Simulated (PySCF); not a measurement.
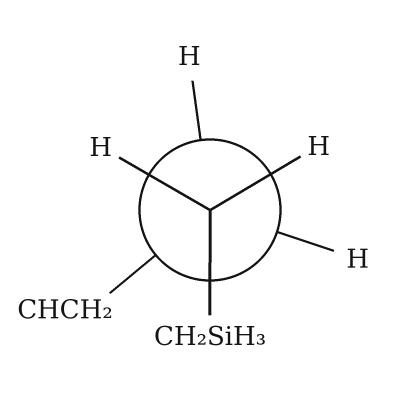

A Newman projection along the Ge–C bond, germanium in front; angles are drawn as computed, but eclipsed bonds slightly apart. The computed structure is the end point of a PBE0-D3(BJ)/def2-SVP optimisation. No frequency run is at hand to confirm it as a minimum.

Which molecule is it?

Answer. C4H12GeSi, C=C[CH2][GeH2][CH2][SiH3]

What is the torsion angle from the front CH2SiH3 to the back CHCH2? The sign is positive where the front bond must turn clockwise to cover the back bond.

Answer. 50°, synclinal (gauche). The conformation about this bond is staggered.
